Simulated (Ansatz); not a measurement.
```xyz
10

Si   -0.9617    0.0046   -0.0227
H     1.1722   -1.8788   -3.1723
H    -0.6758   -1.3728   -0.4963
H    -2.4022    0.1102    0.3204
Si    0.4185    0.6352    1.7541
H     0.8902   -1.1987   -3.0474
Br   -0.5752    1.3928   -1.7280
H     0.1871   -0.2649    2.9162
H     0.1079    2.0341    2.1450
H     1.8391    0.5385    1.3309
```

The product side of a reaction path; geometry: PBE0-D4/def2-TZVP.

Method: RKS PBE0-D4/def2-TZVPP in Ansatz 0.2.0.

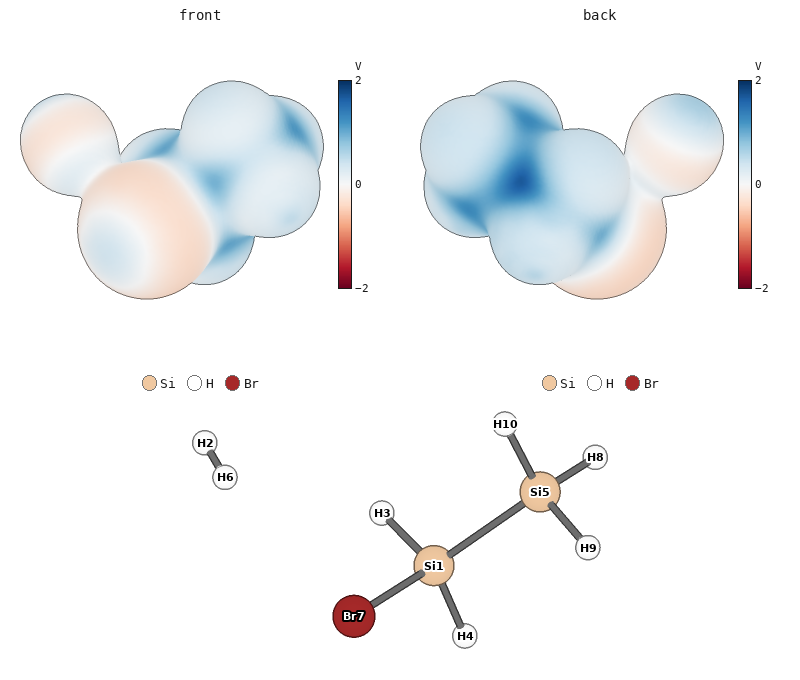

BrH₅Si₂···H₂. The electrostatic potential painted on the density surface at 0.002 e/bohr³, seen from the front and from behind; red is negative and blue positive. The bare structure is drawn below in the same view.

Q: Describe the electrostatic potential map.

A: The most negative region (about −0.4 V) lies over Br7, the most positive (about +1.5 V) over Si1. Br7 shows a σ-hole: about +0.3 V at the tip opposite its bond, against about −0.3 V on its flanks.
